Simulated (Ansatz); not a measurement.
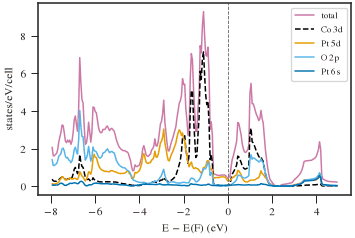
Figure. Total and projected density of states of CoPtO$_{2}$ in space group R-3m (No. 166; Co on 3b, Pt on 3a, O on 6c), LDA in the plane-wave PAW code Ansatz

Q: Which orbitals carry the states next to the Fermi level?

A: Within 0.5 eV of the Fermi level: Pt 5d 42 %, Co 3d 35 %, O 2p 11 %, O 2s 6 %. Projections are on Löwdin-orthogonalised atomic valence shells; empty p or d shells of many metals are not among them.

Q: Where is the tallest occupied peak in this window, and what makes it?

A: Near -1.1 eV, about 9.3 states/eV per cell; the largest projected share is Co 3d.

Symmetry was held in the LDA relaxation; of distortions, only those at the zone centre were tested. No spin polarisation was allowed. No Hubbard U is applied. Without spin polarisation and U, an open-shell compound can come out a false metal. Spin–orbit coupling is left out wherever it is not named.

Potentials: the later of the program's two PAW sets.
